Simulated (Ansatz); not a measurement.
**GeTe (SMILES [Ge][Te]) at CCSD(T)/cc-pVTZ-PP (core potential)**

What is the vertical singlet–triplet gap of GeTe at CCSD(T)/cc-pVTZ-PP (core potential)? 

The calculation is run with Ansatz 0.2.0.

8 further runs of the same task are left out: 1 that didn't finish, 7 set aside as unsound or not needed.

## 1. The system as given

GeTe has 2 atoms, charge 0, and is taken as a singlet. SMILES: `[Ge][Te]`. Geometry: the measured bond length.

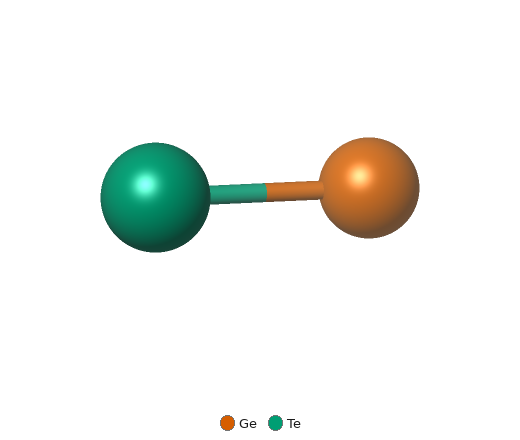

Viewed from a chosen angle; germanium orange, tellurium teal.

## 2. Energy and gradient at CCSD(T)/cc-pVTZ-PP (core potential)

Input file run.yaml:

```yaml
basis:
  gaussian: {orbitals: cc-pVTZ-PP}
crystal:
  periodic: [false, false, false]
  atoms:
    - symbol: Ge
      position_ang: [0.000000, 0.000000, 0.000000]
    - symbol: Te
      position_ang: [0.000000, 0.000000, 2.340165]
hamiltonian: {pseudopotentials: {relativity: none}}
correlation: {method: ccsd_t}
output: {forces: true, orbitals: {seedname: orbitals}}
```

Command:

```
$ ansatz run run.yaml --threads 1 --pin off --max-ram 2610MiB --events-out events.jsonl --progress --plain --runs-dir runs
```

Standard output, shortened:

```text
Warning: RAYON_NUM_THREADS=1 ignored (pool sized by the plan → 1); use --threads N
Functional definition: HF
  name "HF"
[...]
580 factors; integrals over basis functions are off by at most 1.0e-3 eV
[...]
mean field -15250.21434091 eV, -560.4350400618 hartree, gradient 3.9e-6 eV, S^2 0.000000; 0 other end points of the search recorded, 0 dependent functions left out; unrestricted orbitals would lower it
8 core orbitals not correlated: weight in the atoms' cores, before any rotation towards them, 1.000 or more for the frozen orbitals, at most 0.000 for the correlated occupied ones
reference -15250.21434091 eV, -560.4350400618 hartree; 15, 15 occupied and 55, 55 virtual orbitals, 580 factors
second order -9.48069841 eV of doubles, -0.00000000 eV of singles
cycle   1  -9.27016458 eV  change    2.1e-1 eV  update   1.3e-1
[...]
cycle  11  -9.72093691 eV  change   -2.4e-6 eV  update   1.3e-6
perturbative correction -0.62013291 eV, -0.0227894642 hartree
[...]
Total energy: -15260.55541073 eV, -560.8150673683 hartree
Atom 0 at     0.000000     0.000000     0.000000 Å, force     0.000000     0.000000    -0.189586 eV/Å
Atom 1 at     0.000000     0.000000     2.340165 Å, force    -0.000000     0.000000     0.189586 eV/Å
Dipole moment:    -0.000000     0.000000    -0.204888 e Å
```

Run time: 20 s. Hardware: 1 thread of Arm Neoverse V2, shared host; peak memory 0.28 GiB.

## 3. The triplet

run.yaml, as its differences from that of step 2:

```diff
@@ -1,3 +1 @@
-basis:
-  gaussian: {orbitals: cc-pVTZ-PP}
 crystal:
@@ -9,2 +7,5 @@
       position_ang: [0.000000, 0.000000, 2.340165]
+basis:
+  gaussian: {orbitals: cc-pVTZ-PP}
+magnetization: {spin_polarized: false, initial_magnetization: 2}
 hamiltonian: {pseudopotentials: {relativity: none}}
```

Command:

```
$ ansatz run run.yaml --threads 1 --pin off --max-ram 2610MiB --events-out events.jsonl --progress --plain --runs-dir runs
```

Standard output:

```text
Warning: RAYON_NUM_THREADS=1 ignored (pool sized by the plan → 1); use --threads N
[... 40 lines left out ...]
8 core orbitals not correlated: weight in the atoms' cores, before any rotation towards them, 1.000 or more for the frozen orbitals, at most 0.000 for the correlated occupied ones
[... 8 lines left out ...]
Total energy: -15258.08228448 eV, -560.7241816549 hartree
[... 2 lines left out ...]
Dipole moment:    -0.000000     0.000000     0.147899 e Å
```

Wall time 2.6 min (1 thread of Arm Neoverse V2, shared host); peak memory 0.65 GiB.

## 4. Outcome

At CCSD(T)/cc-pVTZ-PP (core potential), 8 core orbitals frozen:

```
                                            quantity          value
                               singlet: total energy  -560.81507 Eh
         singlet: dipole moment (correlated density)         0.98 D
        singlet: HOMO energy (Hartree–Fock orbitals)       -8.84 eV
        singlet: LUMO energy (Hartree–Fock orbitals)        0.12 eV
      singlet: HOMO–LUMO gap (Hartree–Fock orbitals)        8.96 eV
singlet: correlation energy (8 core orbitals frozen)     -380.0 mEh
                             singlet: (T) correction     -22.79 mEh
                              singlet: T1 diagnostic          0.019
                   singlet: largest force on an atom     0.190 eV/Å
                               triplet: total energy  -560.72418 Eh
         triplet: dipole moment (correlated density)         0.71 D
triplet: correlation energy (8 core orbitals frozen)     -350.6 mEh
                             triplet: (T) correction     -16.63 mEh
          triplet: ⟨S²⟩ of the reference determinant          2.000
                              triplet: T1 diagnostic          0.015
                   triplet: largest force on an atom     3.680 eV/Å
    vertical energy of the triplet above the singlet       2.473 eV
```

What this shows: At this shape the triplet lies 2.47 eV (57 kcal/mol) above the singlet. The restricted solution (singlet) is unstable to spin breaking: an unrestricted one lies lower. The triples (singlet) make up 6.0 % of the correlation energy. The triples (triplet) make up 4.7 % of the correlation energy.
